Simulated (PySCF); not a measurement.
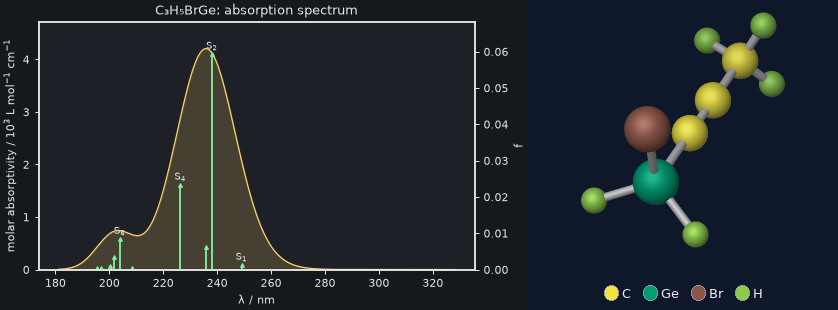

Computed absorption of C₃H₅BrGe, SMILES CC#[C][GeH2][Br], singlet. Vertical TDDFT excitations, PBE/def2-SVPD with PySCF, at a PBE0-D3(BJ)/def2-SVP geometry (no frequency check), gas phase. Only the first 10 singlet excitations are included; each is broadened by a Gaussian of 1/e half-width 0.30 eV. Sticks give oscillator strengths (right axis).

Question: Where is the lowest singlet, and is it bright?

Answer: S1 lies at 4.98 eV (249 nm) with f = 0.001, mainly HOMO−1 → LUMO (95 %); it is dark or nearly so.

Question: Where is the maximum of the broadened curve, and how high is it?

Answer: At about 5.3 eV (236 nm), with ε near 4200 L mol⁻¹ cm⁻¹.

Note: spin-orbit coupling is left out, and with Br it can shift these levels and split any degenerate set; core orbitals are frozen in the response.
